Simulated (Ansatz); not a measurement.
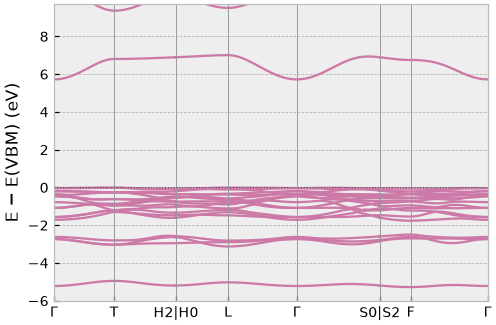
Band structure from DFT-LDA in the program Ansatz with PAW potentials

The gap is 5.72 eV; an edge lies off the plotted path or next to a special point (maximum off the standard path, minimum at Γ).

The material is CaSnF6 in space group R-3 (No. 148; Ca on 3a, Sn on 3b, F on 18f).

The workflow started from a Materials Project entry (that database holds measured and hypothetical structures alike); the Crystallography Open Database copy checked does not list it. Its standing as an ambient phase is unchecked. Symmetry was held in the LDA relaxation; whether a distortion lowers the energy is not shown. Spin–orbit coupling is left out wherever it is not named.

Potentials: the later of the program's two PAW sets.
